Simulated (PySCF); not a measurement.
C8H8, SMILES `C=C1C=CC=CC=C1`.

Computed with PySCF, ωB97X/def2-SVP, geometry: GFN2-xTB. No frequency check shows the geometry to be a minimum. Without diffuse functions Rydberg states are missing, so the states' numbers hold for this basis only.

Cartesian coordinates (Å):

```
C1       2.6146   -0.0002    0.0000
C2       1.2689    0.0003    0.0000
C3       0.5717   -1.2752    0.0000
C4      -0.7414   -1.5607    0.0000
C5      -1.8704   -0.6734    0.0000
C6      -1.8704    0.6734    0.0000
C7      -0.7414    1.5606    0.0000
C8       0.5717    1.2752    0.0000
H9       3.1823   -0.9141    0.0000
H10      3.1822    0.9141    0.0000
H11      1.2482   -2.1228    0.0000
H12     -1.0076   -2.6114    0.0000
H13     -2.8330   -1.1703    0.0000
H14     -2.8330    1.1702    0.0000
H15     -1.0076    2.6113    0.0000
H16      1.2482    2.1228    0.0000
```

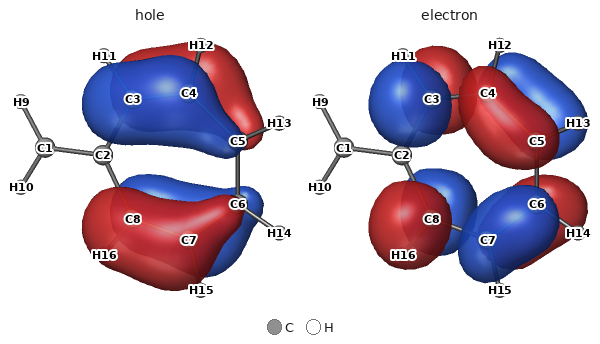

Leading natural transition orbital pair of T₃ (TDA triplet states); the surfaces enclose about 78 % of each orbital's density.

Characterise the state.

4.53 eV (274 nm), spin-forbidden from the singlet ground state, π → π*; the leading pair carries 81 %; hole on C4 and C7 (19 % each), C3 and C8 (16 % each) and C1 and C2 (6 % each), electron on C3 and C8 (17 % each), C5 and C6 (11 % each) and C4 and C7 (10 % each) (shares are of the whole state, not of the leading pair alone); their centroids lie 0.1 Å apart. In canonical orbitals it is mainly HOMO−1 → LUMO (80 %). The HOMO–LUMO gap is 7.86 eV.

Run time: 8.8 min on 1 thread of Arm Neoverse V2, with other jobs on the host, peak memory 0.86 GiB.
